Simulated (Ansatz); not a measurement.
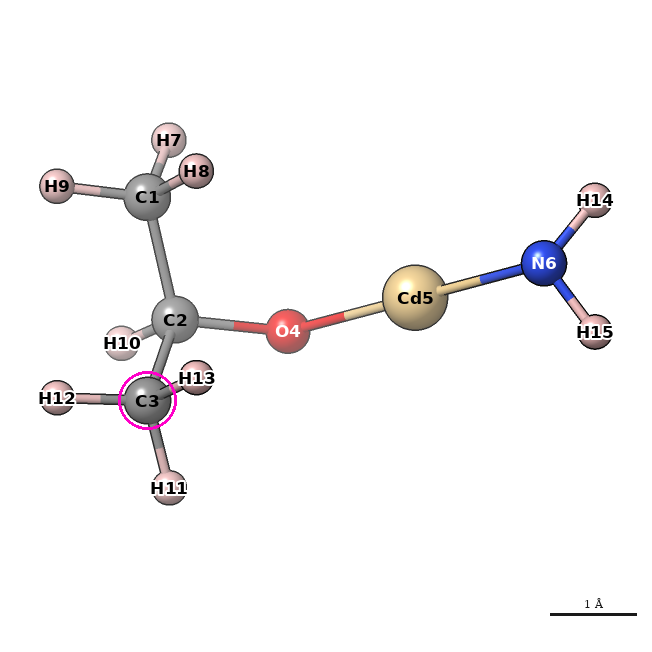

Source: calculation with Ansatz.

Orthographic view. Distant atoms are faded towards the background colour. The species has charge +1 and is a spin doublet. Geometry: the geometry of the neutral molecule.

**Which atoms are bonded to the circled atom?**

The circled atom is C3; it is bonded to C2, H11, H12, H13.

**What is the shortest path along bonds from the circled atom to N6?**

C3–C2–O4–Cd5–N6, 4 bonds; through space the two are 5.01 Å apart.

**Of Cd5 and N6, which is nearer the viewer?**

N6; the bond to Cd5 points away from the viewer, so it looks shorter than its 2.00 Å.
